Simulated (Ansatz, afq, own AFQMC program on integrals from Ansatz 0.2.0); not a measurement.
# HSCl (triplet): quantum Monte Carlo beside coupled cluster at distance Cl1–H2 along a hydrogen transfer = 1.513 Å, cc-pVTZ, part 2 of 2

Ansatz 0.2.0, Gaussian basis, and an in-house AFQMC program (afq) on its integrals; all values are calculated; cc-pVTZ, frozen cores. Earlier steps stand in the parts before.

**8. wB97M-V (unrestricted)**

Contents of in.yaml:

```yaml
crystal:
  periodic: [false, false, false]
  atoms:
    - {symbol: Cl, position_ang: [0.000000, 0.000000, -1.500000]}
    - {symbol: H, position_ang: [0.000000, 0.000000, 0.013000]}
    - {symbol: S, position_ang: [0.000000, 0.000000, 1.487000]}
basis:
  gaussian: {orbitals: cc-pVTZ}
magnetization: {spin_polarized: true, initial_magnetization: 2}
hamiltonian: {xc: {name: wB97M-V}}
output: {orbitals: {seedname: orbitals}}
```

Command:

```bash
> ansatz run in.yaml --threads 1 --pin off --events-out ev --progress --plain --max-ram 5632MiB --backend cpu
```

Standard output, shortened:

```text
Functional definition: wB97M-V
  name "wB97M-V"
  cite "Mardirossian & Head-Gordon, J. Chem. Phys. 144, 214110 (2016) doi:10.1063/1.4952647"
  cite "Becke, J. Chem. Phys. 107, 8554 (1997) doi:10.1063/1.475007"
  cite "Vydrov & Van Voorhis, J. Chem. Phys. 133, 244103 (2010) doi:10.1063/1.3521275"
  # Of w^i u^j: cxij and so on, Table III.
[...]
  gx(w, u) = 1 - cx + cx01*u + cx10*w
  gss(w, u) = css00 + css04*u^4 + css10*w + css20*w^2 + css43*w^4*u^3
  gos(w, u) = cos00 + cos10*w + (cos20 + cos21*u)*w^2 + (cos60 + cos61*u)*w^6
[...]
      + integral(e_c_pw_mod_opposite_spin*gos(b97_w_opposite, b97_u_opposite)) + vv10(b, c)
611 factors; their error is unknown
105 factors; integrals over basis functions are off by at most 8.0e-5 eV
[...]
mean field -23371.03166705 eV, -858.8695723098 hartree, gradient 6.8e-6 eV, S^2 2.009649; 4 other end points of the search recorded, 0 dependent functions left out
reference -23371.03169671 eV, -858.8695733997 hartree; 18, 16 occupied and 64, 66 virtual orbitals, 611 factors
Total energy: -23371.03169671 eV, -858.8695733997 hartree
```

Wall time 21 s (1 thread of AMD EPYC 7R13 (Zen 3), shared host); peak memory 1.8 GiB.

From the report: ⟨S²⟩ of the determinant 2.010 (pure triplet: 2.00).

**9. B2PLYP (unrestricted)**

Edit in.yaml of step 8 so:

```diff
@@ -9,3 +9,3 @@
 magnetization: {spin_polarized: true, initial_magnetization: 2}
-hamiltonian: {xc: {name: wB97M-V}}
-output: {orbitals: {seedname: orbitals}}
+hamiltonian: {xc: {name: B2PLYP}}
+correlation: {electrons: outside_noble_gas}
```

Launched as before.

Standard output, shortened:

```text
Functional definition: B2PLYP
  name "B2PLYP"
  cite "Grimme, J. Chem. Phys. 124, 034108 (2006) doi:10.1063/1.2148954"
  cite "Becke, Phys. Rev. A 38, 3098 (1988) doi:10.1103/PhysRevA.38.3098"
  cite "Lee, Yang & Parr, Phys. Rev. B 37, 785 (1988) doi:10.1103/PhysRevB.37.785"
[...]
474 factors; integrals over basis functions are off by at most 1.3e-3 eV
[...]
mean field -23362.45499259 eV, -858.5543853371 hartree, gradient 7.1e-7 eV, S^2 2.021572; 7 other end points of the search recorded, 0 dependent functions left out
10 core orbitals not correlated: weight in the atoms' cores, before any rotation towards them, 1.000 or more for the frozen orbitals, at most 0.000 for the correlated occupied ones
reference -23362.45512117 eV, -858.5543900620 hartree; 8, 6 occupied and 64, 66 virtual orbitals, 474 factors
second order -11.26470054 eV of doubles, -0.00000000 eV of singles
Total energy: -23365.49659031 eV, -858.6661619915 hartree
```

Wall time 8.5 s (1 thread of AMD EPYC 7R13 (Zen 3), shared host); peak memory 1.8 GiB.

From the report: ⟨S²⟩ of the determinant 2.022 (pure triplet: 2.00).

**10. Phaseless AFQMC, CISD trial on UHF**

It reads the integrals that the CCSD(T) run on this determinant wrote.

Command:

```bash
> afq ham --method phaseless --trial cisd --walkers 2600 --populations 20 --least-time 60 --time-step 0.005 --steps-per-block 50 --equilibration-blocks 28 --max-blocks 4000 --target-error 0.00022 --factor-cut 1e-05 --start spin_pure --seed 3973 --release-times 0.24,0.51,0.99,1.62,2.4 --release-step 0.03 --release-every 3 --taylor-order 6
```

Standard output:

```text
orbitals 72  electrons 8 6  factors 460 of 474
reference energy -857.56603039 Eh
CCSD correlation -0.37753457 Eh in 12 cycles, weight of the determinant in the CISD state 0.8494
energy of the start -857.940275 Eh
 block  time / (1/Eh)  mean weight  energy / Eh
     1     0.250  0.9996  -857.935482
     2     0.500  0.9996  -857.942085
     3     0.750  0.9997  -857.946968
     4     1.000  1.0001  -857.951261
     5     1.250  0.9997  -857.953997
     6     1.500  0.9999  -857.955624
     7     1.750  1.0001  -857.957458
     8     2.000  0.9996  -857.958527
     9     2.250  0.9995  -857.959509
    10     2.500  1.0001  -857.959696
    11     2.750  1.0001  -857.960414
    13     3.250  0.9995  -857.959747
    15     3.750  1.0003  -857.961686
    17     4.250  1.0004  -857.960618
    19     4.750  0.9998  -857.959911
    21     5.250  0.9995  -857.960460
    23     5.750  0.9999  -857.961090
    25     6.250  0.9999  -857.960728
    27     6.750  0.9997  -857.961198
    29     7.250  1.0000  -857.960747
    31     7.750  0.9999  -857.960731
    33     8.250  1.0003  -857.959643
    35     8.750  0.9999  -857.960063
    37     9.250  0.9996  -857.959933
    39     9.750  0.9998  -857.959590
    41    10.250  1.0000  -857.960186
    43    10.750  1.0000  -857.961434
    45    11.250  1.0004  -857.959877
    47    11.750  1.0000  -857.961999
    49    12.250  1.0001  -857.961243
    51    12.750  1.0000  -857.960759
    53    13.250  0.9999  -857.960054
    55    13.750  1.0001  -857.960496
    57    14.250  1.0005  -857.959959
    59    14.750  1.0002  -857.958834
    61    15.250  0.9999  -857.959243
    63    15.750  1.0001  -857.959995
    65    16.250  0.9999  -857.959475
    67    16.750  1.0003  -857.957572
    69    17.250  1.0003  -857.959228
    71    17.750  0.9999  -857.959328
    73    18.250  1.0003  -857.961099
    75    18.750  0.9999  -857.957493
    77    19.250  1.0000  -857.959227
    79    19.750  1.0005  -857.961240
    81    20.250  1.0003  -857.960689
    83    20.750  0.9996  -857.961481
    85    21.250  0.9997  -857.961387
    87    21.750  0.9997  -857.960468
    89    22.250  1.0001  -857.960343
    91    22.750  0.9996  -857.960679
    93    23.250  0.9998  -857.960559
    95    23.750  0.9998  -857.959533
    97    24.250  0.9999  -857.960174
    99    24.750  1.0005  -857.960093
   101    25.250  1.0002  -857.959781
   103    25.750  1.0006  -857.959273
   105    26.250  1.0000  -857.958313
   107    26.750  0.9999  -857.960391
error from the spread of 20 populations
released: time / (1/Eh)  energy / Eh  error  mean overlap
  0.24  -857.960536  0.000191  0.9970
  0.51  -857.959410  0.001460  0.9943
  0.99  -857.961126  0.000155  0.9881
  1.62  -857.961293  0.000268  0.9774
  2.40  -857.961693  0.000530  0.9655
energy -857.960092 +/- 0.000215 Eh
```

Wall time 2.7 min (1 × NVIDIA H100 80GB HBM3 with 2 threads of AMD EPYC 7R13 (Zen 3), shared host); peak host memory 1.8 GiB.

Energy -23346.2834 ± 0.0059 eV. Caveats: constraint bias not in the error.

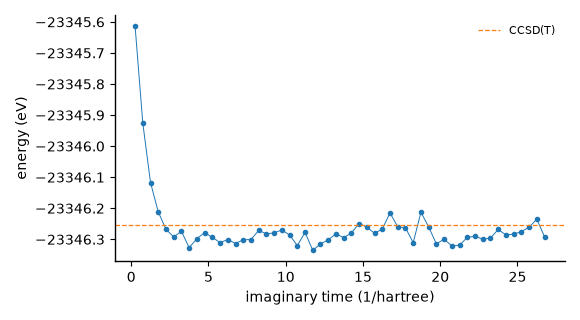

Block energies along the walk.

**11. Phaseless AFQMC, single-determinant trial on UHF**

It reads the integrals that the CCSD(T) run on this determinant wrote.

Command:

```bash
> afq ham --method phaseless --trial hf --walkers 2600 --populations 20 --least-time 40 --time-step 0.005 --steps-per-block 20 --equilibration-blocks 112 --max-blocks 4000 --target-error 0.0011 --factor-cut 1e-05 --start spin_pure --seed 4172 --taylor-order 6
```

Standard output:

```text
orbitals 72  electrons 8 6  factors 460 of 474
reference energy -857.56603039 Eh
CCSD correlation -0.37753457 Eh in 12 cycles, weight of the determinant in the CISD state 0.8494
energy of the start -857.567434 Eh
 block  time / (1/Eh)  mean weight  energy / Eh
     1     0.100  1.0013  -857.658410
     2     0.200  1.0030  -857.722987
     3     0.300  1.0025  -857.769932
     4     0.400  1.0022  -857.807583
     5     0.500  1.0016  -857.838281
     6     0.600  1.0018  -857.859047
     7     0.700  1.0012  -857.877337
     8     0.800  1.0006  -857.893085
     9     0.900  1.0006  -857.903293
    10     1.000  1.0004  -857.913925
    11     1.100  1.0004  -857.920051
    16     1.600  0.9998  -857.944907
    21     2.100  0.9999  -857.950567
    26     2.600  1.0000  -857.955499
    31     3.100  1.0000  -857.956096
    36     3.600  1.0007  -857.963085
    41     4.100  1.0003  -857.955986
    46     4.600  0.9999  -857.960494
    51     5.100  1.0000  -857.956819
    56     5.600  0.9996  -857.957302
    61     6.100  1.0002  -857.956963
    66     6.600  1.0000  -857.963301
    71     7.100  1.0002  -857.959933
    76     7.600  0.9996  -857.957523
    81     8.100  0.9998  -857.968650
    86     8.600  0.9998  -857.954643
    91     9.100  1.0002  -857.961072
    96     9.600  0.9993  -857.959480
   101    10.100  1.0000  -857.958505
   106    10.600  0.9998  -857.955342
   111    11.100  1.0002  -857.960433
   116    11.600  1.0007  -857.953858
   121    12.100  1.0007  -857.954315
   126    12.600  1.0001  -857.955767
   131    13.100  1.0004  -857.957629
   136    13.600  0.9996  -857.957493
   141    14.100  0.9997  -857.962890
   146    14.600  0.9999  -857.955415
   151    15.100  0.9996  -857.949595
   156    15.600  1.0003  -857.952831
   161    16.100  1.0003  -857.953805
   166    16.600  0.9998  -857.952352
   171    17.100  1.0004  -857.960811
   176    17.600  1.0003  -857.961040
   181    18.100  1.0000  -857.954447
   186    18.600  1.0001  -857.943825
   191    19.100  0.9997  -857.957192
   196    19.600  0.9995  -857.951212
   201    20.100  0.9999  -857.948422
error from the spread of 20 populations
energy -857.955209 +/- 0.001080 Eh
```

It took 50 s on 1 × NVIDIA H100 80GB HBM3 with 2 threads of AMD EPYC 7R13 (Zen 3), shared host; peak host memory 1.8 GiB.

Energy -23346.1506 ± 0.0294 eV. Caveats: constraint bias not in the error.

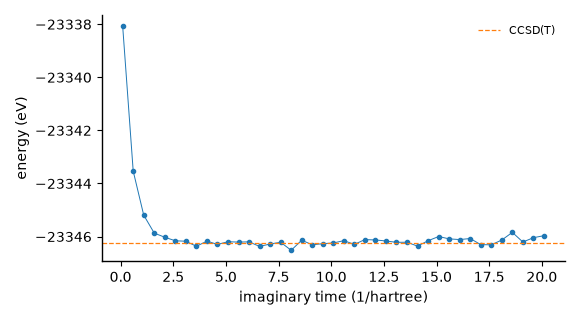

Block energies along the walk.

**12. All levels side by side**

On the UHF determinant, counted from CCSDT(Q) (a yardstick, not exact):

```tsv
level	energy (eV)	from CCSDT(Q) (kJ/mol)	statistical error (kJ/mol)	time
HF	-23335.5605	+1037.5		
MP2	-23344.6719	+158.4		
CCSD	-23345.8337	+46.3		
CCSD(T)	-23346.2523	+5.9		
CCSDT(Q)	-23346.3133	0.0		
Phaseless AFQMC, CISD trial, step 0.005, 2600 walkers	-23346.2834	+2.9	0.6	2.7 min
Phaseless AFQMC, single-determinant trial, step 0.005, 2600 walkers	-23346.1506	+15.7	2.8	50 s
```

The functionals' totals stand on their own zeros and serve differences with other points: PBE -23362.881 eV; r2SCAN -23370.988 eV; PBE0 -23364.595 eV; B3LYP -23373.539 eV; wB97M-V -23371.032 eV; B2PLYP -23365.497 eV.

**13. What came out**

This closing draws on all 2 parts.

| quantity | value |
| --- | --- |
| CCSD(T) on UHF from CCSDT(Q) | +5.9 kJ/mol |
| Phaseless AFQMC, CISD trial on UHF from CCSDT(Q) | +2.9 ± 0.6 kJ/mol |
| Phaseless AFQMC, single-determinant trial on UHF from CCSDT(Q) | +15.7 ± 2.8 kJ/mol |

**Reading.** On UHF the phaseless walk with the CISD trial lies +2.9 kJ/mol from CCSDT(Q), 5 times its error bar. A single-determinant trial moves the result by +12.8 kJ/mol. Error bars are statistical and leave out the constraint, the time step and what remains of the start.
